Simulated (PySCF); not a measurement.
Consider C$_{4}$H$_{11}$FO$_{2}$Si (SMILES CC(C)(CF)O[SiH2]O).

Input

```
{"job": {"kind": "nmr", "xc": "PBE0", "basis": "pcSseg-1"}, "charge": 0, "multiplicity": 1}
C     -1.313450     1.365325    -0.512389
C     -0.536739     0.124122    -0.063628
C     -0.713587    -1.009967    -1.070275
C     -1.034574    -0.328193     1.320976
F     -2.361932    -0.667796     1.281498
O      0.806912     0.493975     0.082397
Si     2.184239    -0.367578     0.068820
O      3.338524     0.729168     0.349506
H     -2.378264     1.151302    -0.533013
H     -0.987403     1.663346    -1.505062
H     -1.128610     2.186780     0.175750
H     -1.767556    -1.257170    -1.162850
H     -0.167438    -1.890599    -0.741405
H     -0.330046    -0.704671    -2.039830
H     -0.928012     0.479214     2.051408
H     -0.481062    -1.210352     1.654581
H      2.492626    -0.940492    -1.235417
H      2.181652    -1.377030     1.130899
H      3.114915     1.569868     0.740574
```

Run with:

```sh
OMP_NUM_THREADS=1 python probes_run.py task.json out
```

Geometry: GFN2-xTB.

The calculation used PBE0/pcSseg-1, SCF density, gas phase, non-relativistic (PySCF).

Q: Predict the electron density and electron localisation function between the atoms.

A: C–O (1.40 Å): ρ is about 2 e/Å³ halfway, with its minimum of 1.7 e/Å³ about 0.5 Å from C; the ELF peaks at about 0.90 between the atoms, as expected for a polar covalent bond.
Si–O (1.62 Å): ρ at the midpoint is about 1.2 e/Å³; the ELF peaks at about 0.85 between the atoms (a polar covalent bond).

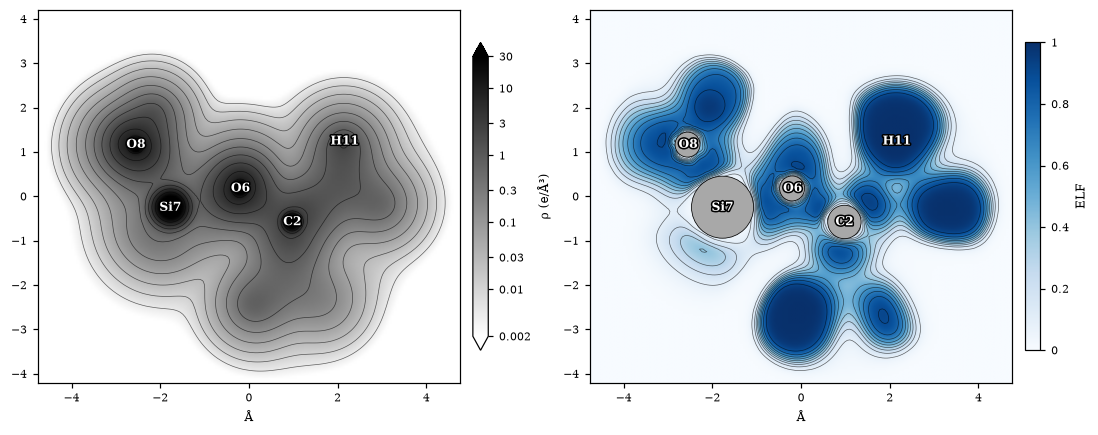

Computed electron density and electron localisation function on the plane of atoms O6, Si7 and O8, in this order. Grey discs cover the atomic cores in the ELF map. 
